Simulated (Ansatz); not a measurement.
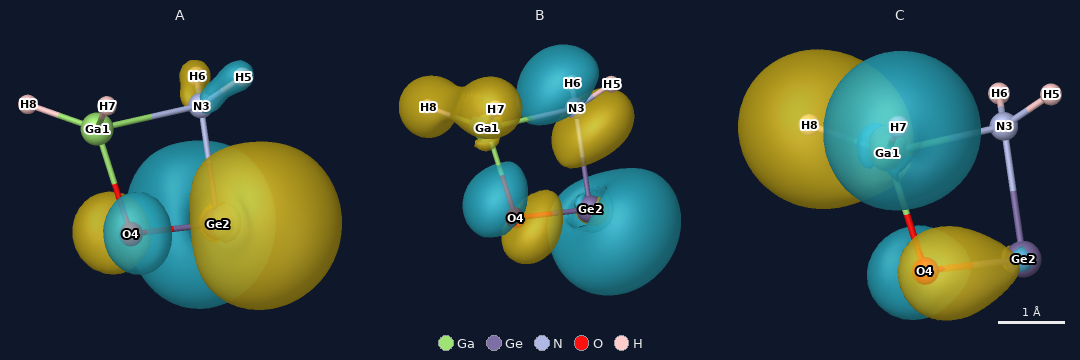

GaGeH₄NO. Three frontier orbitals at ±0.1 Å⁻³ᐟ² (yellow and cyan are the two phases), in no order.

Geometry: PBE0-D3(BJ)/def2-SVP.

All numbers below come from Ansatz, isolated molecule in a Gaussian basis; Kohn-Sham density functional theory, functional PBE0.

```yaml
atoms:
  - { symbol: Ga, position_ang: [-0.4182, -0.3777, -1.1878] }
  - { symbol: Ge, position_ang: [1.7881, 0.9657, -2.4708] }
  - { symbol: N, position_ang: [0.2079, -0.1605, -3.1558] }
  - { symbol: O, position_ang: [1.1487, 0.6998, -0.8927] }
  - { symbol: H, position_ang: [-0.4284, 0.3354, -3.7843] }
  - { symbol: H, position_ang: [0.4755, -1.0170, -3.6462] }
  - { symbol: H, position_ang: [-1.7430, 0.4441, -0.9937] }
  - { symbol: H, position_ang: [-0.1948, -1.8719, -0.7569] }
```

Which picture is the HOMO−1, the HOMO and the LUMO?

C is the HOMO−1 (−7.70 eV). By Hirshfeld shares it lies mainly on Ga1 (about 30 %), H8 (about 25 %), H7 (about 25 %) and O4 (about 15 %). B is the HOMO (−7.39 eV). By Hirshfeld shares it lies mainly on Ge2 (about 45 %), N3 (about 20 %), O4 (about 15 %) and Ga1 (about 10 %). A is the LUMO (−2.18 eV). By Hirshfeld shares it lies mainly on Ge2 (about 80 %) and O4 (about 15 %).

What is the HOMO–LUMO gap?

5.21 eV between the orbital energies.
